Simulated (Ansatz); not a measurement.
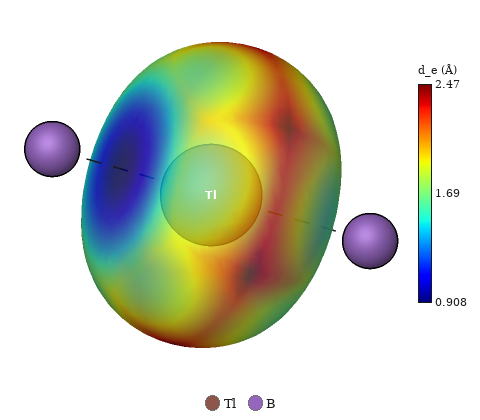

Hirshfeld surface computed for one Tl atom in Li₂TlB (P6/mmm, No. 191), coloured by d_e. Dashed lines lead to the closest neighbours outside.

The surface is where the fragment's share of the procrystal density (the sum of the densities of spherically averaged neutral Hartree-Fock atoms) equals one half. d_i and d_e are the distances from the surface to the nearest nucleus inside and outside. From Rb on the atoms have core potentials, so only their outer electrons count.

Origin of the cell: the input geometry of an electronic-structure calculation (not necessarily at equilibrium); the starting structure was generated, so it need not be a known form of this composition.

```
Li Tl B
1.0
     4.36651    0.00000    0.00000
    -2.18326    3.78151    0.00000
     0.00000    0.00000    4.24211
Li Tl B
2 1 1
Direct
  0.33333 0.66667 0.50000
  0.66667 0.33333 0.50000
  0.00000 0.00000 0.00000
  0.00000 0.00000 0.50000
```

What is the shortest distance from the fragment to an atom outside it?

Tl–B, 2.12 Å.

How is the surface shared among contacts (nearest atom inside ··· nearest atom outside)?

Tl···Li 67 %, Tl···B 33 %. The surface faces 14 neighbours with more than 2 % of its area each: 12 Li + 2 B.

Give the size and shape of the surface.

It encloses about 18.8 Å³, has an area of about 35 Å² and a globularity of 0.98 (1 for a sphere).
